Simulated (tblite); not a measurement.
Frequency calculation of C2H10GaNS

C2H10GaNS, SMILES CS[CH2][GaH2-][NH3+], computed with GFN2-xTB harmonic vibrations, gas phase (tblite 0.8.0).

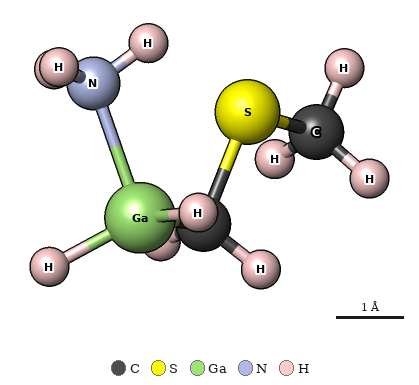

Fig. 1: The structure as given in the input (ball-and-stick view, seen at a tilt). Sticks mark near contacts.

### The input
```
{"job": {"kind": "ir", "xc": "GFN2-xTB", "basis": "xTB"}, "charge": 0, "multiplicity": 1}
C      2.599080     0.971375     0.329763
S      0.795740     0.786590     0.421240
C      0.576797    -0.823333    -0.408186
Ga    -1.369356    -1.327077    -0.128260
N     -2.309058     0.578706    -0.088641
H      2.846335     1.934082     0.764924
H      3.071023     0.171324     0.894417
H      2.907083     0.939130    -0.712238
H      1.280600    -1.516074     0.066981
H      0.885484    -0.696977    -1.452885
H     -2.143666    -1.959811    -1.310868
H     -1.799135    -1.794575     1.280326
H     -1.902905     1.095637     0.692983
H     -3.318574     0.530839     0.046140
H     -2.123863     1.118153    -0.934575
```

The first line tells a small driver script what to run in tblite; the rest is the geometry in Å.

Run as:
```bash
OMP_NUM_THREADS=1 python <driver script> task.json out
```

### The program's output
```
mode    cm-1     km/mol
  1      34.9     18.19
  2      47.0      3.40
  3      97.6      6.05
  4     112.5      1.10
  5     137.5     11.89
  6     149.0      0.72
  7     208.3      1.54
  8     302.8     39.92
  9     306.3      5.59
 10     380.8     41.34
 11     423.9     65.99
 12     530.0     12.22
 13     545.8    124.37
 14     584.8    269.28
 15     638.0    168.00
 16     704.8    109.50
 17     717.9    345.99
 18     727.8     96.02
 19     939.2     19.14
 20     943.6      3.61
 21    1034.4     20.52
 22    1108.4      5.96
 23    1233.0    245.06
 24    1316.4      5.55
 25    1417.2     12.27
 26    1450.0      3.99
 27    1450.6      5.21
 28    1466.8     40.97
 29    1474.5     58.73
 30    1699.0    169.60
 31    1764.3    594.16
 32    2875.5     39.54
 33    2895.6     16.84
 34    3014.9      8.55
 35    3017.9     12.62
 36    3057.4      7.90
 37    3326.9     22.11
 38    3340.9     27.41
 39    3353.7     13.57
```

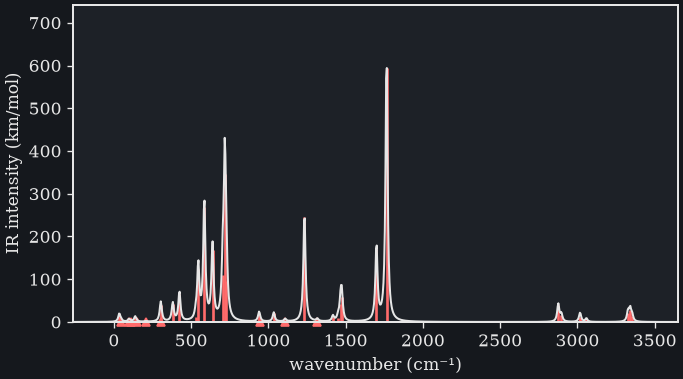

Fig. 2: Harmonic infrared spectrum, unscaled: sticks (degenerate modes added up, dark ones marked on the axis) with a Lorentzian envelope of 16 cm⁻¹ full width, scaled to the tallest stick. 39 modes from 35 to 3354 cm⁻¹, none imaginary. The strongest line is at 1764 cm⁻¹ (594 km/mol).

### Key numbers

| quantity | value |
| --- | --- |
| outcome | converged |
| total energy | −454.7269 eV |
| zero-point energy | 69.8060 kcal/mol |
| hardware | 1 CPU thread, shared host |
| wall time | 0.72 s |
| peak memory | 0.18 GiB |
